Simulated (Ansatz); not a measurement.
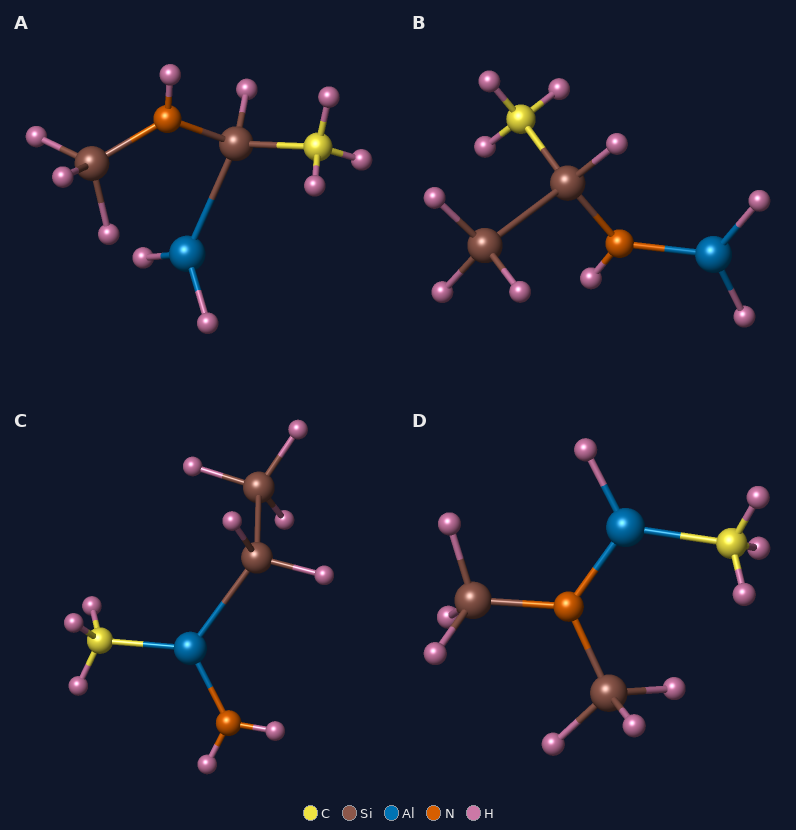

(Drawn from a calculation with Ansatz.)

Which panel belongs to which SMILES?
(1) C[Si@@H]([SiH3])[NH][AlH2]
(2) [CH3][AlH][N]([SiH3])[SiH3]
(3) [CH3][Al]([NH2])[SiH2][SiH3]
(4) C[Si@@H]([AlH2])N[SiH3]

A is (4), B is (1), C is (3), D is (2).
